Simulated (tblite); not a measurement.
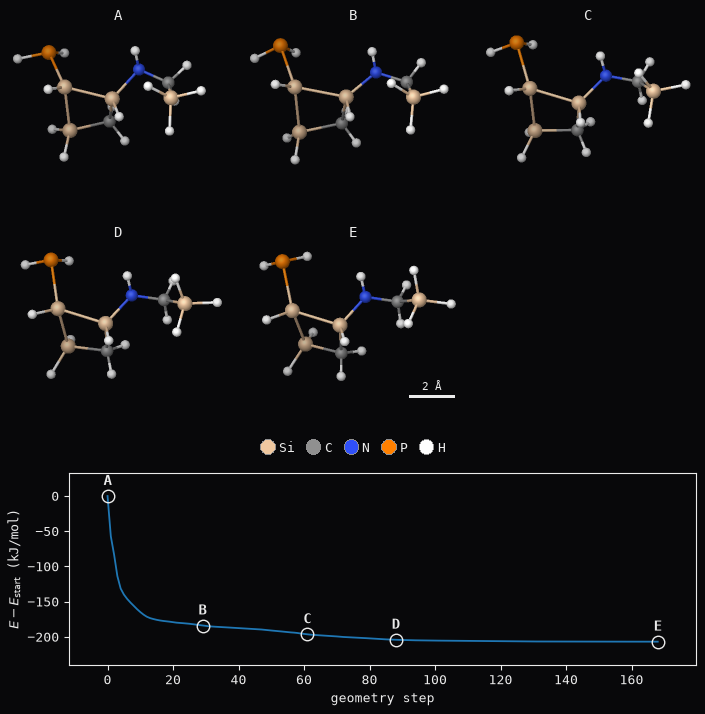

Frames of a relaxation of C2H14NPSi4, marked on the history of the run. A ball-and-stick model, seen at a tilt.

The calculation used GFN2-xTB geometry optimisation, gas phase in tblite 0.8.0. 

Question: What happens along the run?

Answer: After 168 geometry steps the energy has fallen by 206.7 kJ/mol. An H atom moves most after the best rigid fit: 2.05 Å. Largest moves by element: H 2.05 Å, P 0.95 Å, Si 0.89 Å, C 0.86 Å, N 0.71 Å. Near-neighbour distances that change, for instance: Si–Si 3.188 → 3.899 Å, Si–Si 2.622 → 3.041 Å, Si–Si 2.180 → 2.338 Å, Si–Si 2.235 → 2.365 Å. Among the angles between lasting bonds that change: Si–P–H 113.4° → 94.8°, C–N–Si 106.2° → 124.0°, Si–Si–P 109.0° → 124.1°. Groups turn about C–Si by about 45°, C–Si by about 40°, Si–Si by about 25°. From step 0 to 29: an H atom moves most (0.51 Å), energy −183.9 kJ/mol. From step 29 to 61: an H atom moves most (0.72 Å), energy −12.5 kJ/mol. From step 61 to 88: H atoms move most (0.71 Å), energy −7.74 kJ/mol. From step 88 to 168: an H atom moves most (0.61 Å), energy −2.69 kJ/mol.
